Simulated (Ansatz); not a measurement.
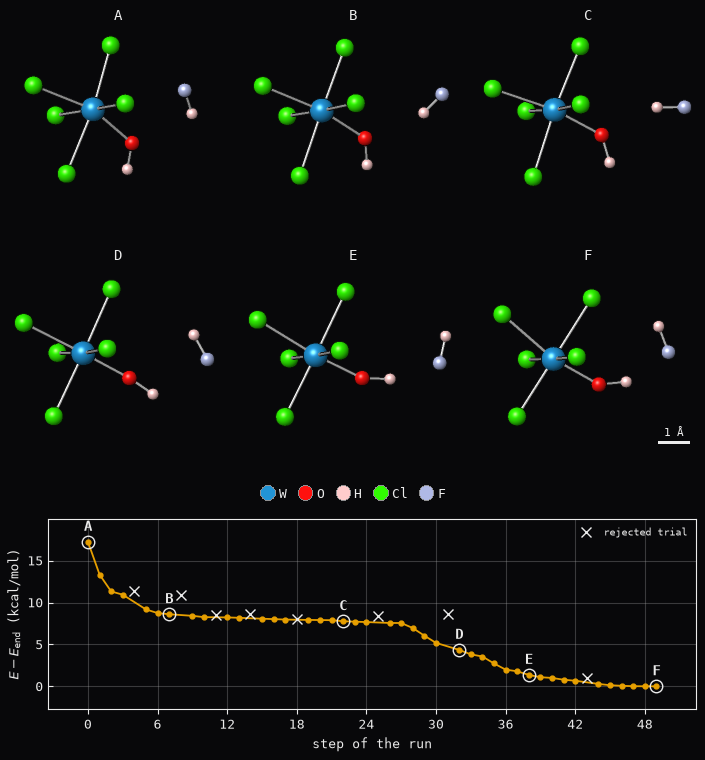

Frames of a relaxation of WH$_{2}$OCl$_{5}$F, marked on the history of the run. Style: ball-and-stick. Shown at a tilt.

The run prepares an end point of a later path (reaction) calculation, from a guessed geometry.

Computed with RHF/def2-SVP in Ansatz.

Input file:
```yaml
crystal:
  periodic: [false, false, false]
  atoms:
    - { symbol: W, position_ang: [-0.011911, -0.006293, -0.118394] }
    - { symbol: O, position_ang: [-0.155705, 0.033925, 1.768052] }
    - { symbol: H, position_ang: [-0.830495, -0.380246, 2.292384] }
    - { symbol: Cl, position_ang: [2.229196, -0.112705, -0.484236] }
    - { symbol: Cl, position_ang: [-0.098891, 2.2404, -0.469829] }
    - { symbol: Cl, position_ang: [-2.38699, -0.061282, 0.052005] }
    - { symbol: Cl, position_ang: [-0.000478, -2.346123, 0.116446] }
    - { symbol: Cl, position_ang: [-0.444205, -0.381787, -2.356583] }
    - { symbol: F, position_ang: [1.770271, 1.697615, 1.718868] }
    - { symbol: H, position_ang: [1.357108, 1.470096, 2.494688] }
basis:
  gaussian: { orbitals: def2-SVP }
hamiltonian:
  xc: hf
relax:
  f_tol: 0.03
  max_steps: 50
output:
  orbitals: {}
```

Command:
```bash
ansatz run input.yaml --threads 4 --pin off --max-ram 5120MiB --backend cpu --events-out ev --progress --plain --runs-dir out
```

What happens along the run?

Answer. The energy falls by 17.2 kcal/mol in 41 accepted moves (49 points after the start). The largest force component goes from 1.5 to 0.022 eV/Å. The line search rejected the trial steps at points 4, 8, 11, 14, 18, 25, 31, 43 of the run. H3 moves most after the best rigid fit: 1.40 Å. Largest moves by element: H 1.40 Å, F 1.38 Å, Cl 0.82 Å, O 0.49 Å, W 0.47 Å. Among the contacts that change: W1–F9 3.075 → 4.026 Å, W1–Cl4 2.273 → 2.407 Å, W1–O2 1.892 → 1.790 Å, W1–Cl6 2.382 → 2.288 Å. Bond angles that change, for instance: W1–O2–H3 126.5° → 147.0°, O2–W1–Cl4 103.7° → 83.7°, O2–W1–Cl6 81.6° → 96.5°. Cost: 3 min on 4 threads of Intel(R) Xeon(R) Platinum 8259CL CPU @ 2.50GHz (Skylake/Cascade Lake), with other jobs on the host, peak memory 0.6 GiB. From step 0 to 7: F9 moves most (0.77 Å), energy −8.64 kcal/mol. From step 7 to 22: F9 moves most (0.79 Å), energy −0.84 kcal/mol. From step 22 to 32: H atoms move most (0.55 Å), energy −3.42 kcal/mol. From step 32 to 38: H10 moves most (0.56 Å), energy −2.98 kcal/mol. From step 38 to 49: H10 moves most (0.76 Å), energy −1.36 kcal/mol.

```csv
step,"E − E(0), kcal/mol","largest force component, eV/Å",note
0,0.00,1.4514,
1,-3.90,1.3312,
2,-5.91,1.2867,
3,-6.30,1.9681,
4,-5.87,3.5681,rejected
5,-8.06,0.7521,
6,-8.50,0.2173,
7,-8.64,0.0782,
8,-6.33,2.7880,rejected
9,-8.83,0.0911,
10,-8.98,0.1255,
12,-9.02,0.1017,
14,-8.65,0.8676,rejected
16,-9.22,0.0741,
18,-9.23,0.4550,rejected
20,-9.33,0.1472,
22,-9.47,0.1855,
24,-9.57,0.1083,
26,-9.68,0.0540,
28,-10.28,0.6136,
31,-8.65,2.8418,rejected
33,-13.42,1.0287,
35,-14.51,0.6403,
37,-15.44,0.7047,
39,-16.15,0.0576,
41,-16.45,0.3733,
43,-16.26,1.0587,rejected
45,-17.11,0.1768,
47,-17.22,0.0756,
49,-17.24,0.0222,
```

Limits of the set-up: the start holds two separate molecules, 2.2 Å apart at their closest, whose relative position is a soft coordinate and is computed without a dispersion correction; Hartree-Fock leaves out electron correlation.
